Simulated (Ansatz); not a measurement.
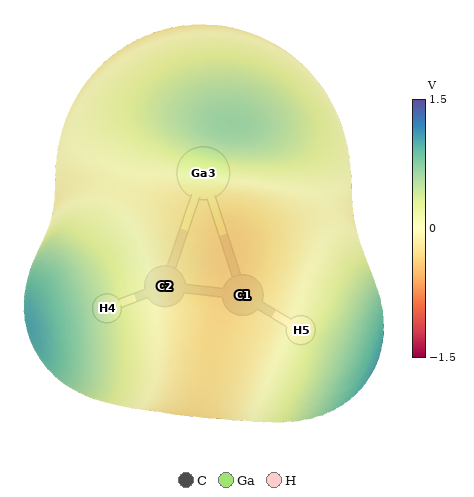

Figure 1: C₂H₂Ga (SMILES [CH]1=[CH][Ga]1) (doublet). The electrostatic potential painted on the density surface at 0.001 e/bohr³, seen at a tilt; red is negative and blue positive.

Geometry: B3LYP-D3(BJ)/6-311G**.

Level of theory: isolated molecule in a Gaussian basis; Kohn-Sham density functional theory, functional PBE0 in Ansatz.

```yaml
atoms:
  - { symbol: C, position_ang: [-0.2189, -0.5953, -0.9732] }
  - { symbol: C, position_ang: [0.3638, 0.4803, -1.2685] }
  - { symbol: Ga, position_ang: [1.5920, -0.4592, 0.4083] }
  - { symbol: H, position_ang: [0.4285, 1.3794, -1.8613] }
  - { symbol: H, position_ang: [-1.0218, -1.2996, -1.1252] }
```

### Describe the electrostatic potential map.

The most negative region (about −0.4 V) lies over the π face of C1 and C2, the most positive (about +1.0 V) over H4 and H5.
